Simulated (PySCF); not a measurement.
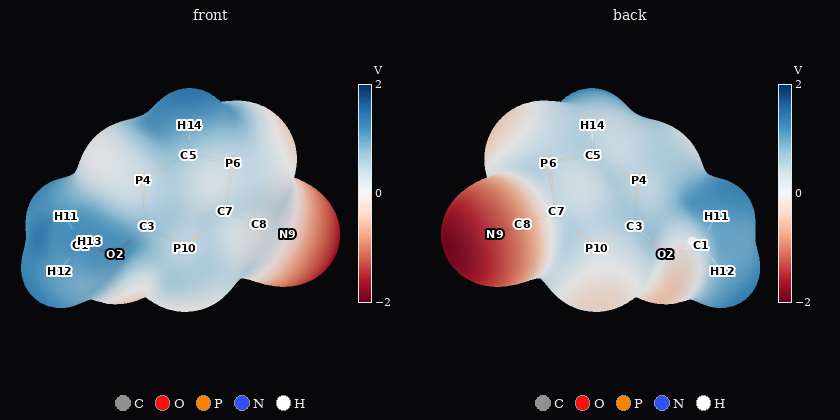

The picture shows: C5H4NOP3. The electrostatic potential painted on the density surface at 0.002 e/bohr³, seen from the front and from behind; the colour scale runs from red (negative) to blue (positive).

Geometry: GFN2-xTB.

Theory: PySCF 2.14.0, B3LYP/def2-SVPD, SCF density, gas phase.

```xyz
14

C    -2.7499   -0.7368   -0.7063
O    -1.4104   -1.1355   -0.8257
C    -0.4510   -0.3475   -0.2677
P    -0.9221    1.1258    0.5530
C     0.5706    1.8115    1.0985
P     2.2423    1.3994    1.0316
C     2.2837   -0.1236    0.1541
C     3.5937   -0.6285    0.0183
N     4.6655   -1.0292   -0.0793
P     1.0800   -1.1517   -0.5823
H    -2.9147    0.2351   -1.1859
H    -3.3423   -1.5012   -1.2056
H    -3.0459   -0.6656    0.3473
H     0.3997    2.7472    1.6278
```

> Describe the electrostatic potential map.

The most negative region (about −1.9 V, or −44 kcal/mol for a unit charge) lies over N9, the most positive (about +1.4 V, or +32 kcal/mol for a unit charge) over C1 and H14. N9 is the likeliest acceptor of a hydrogen bond.
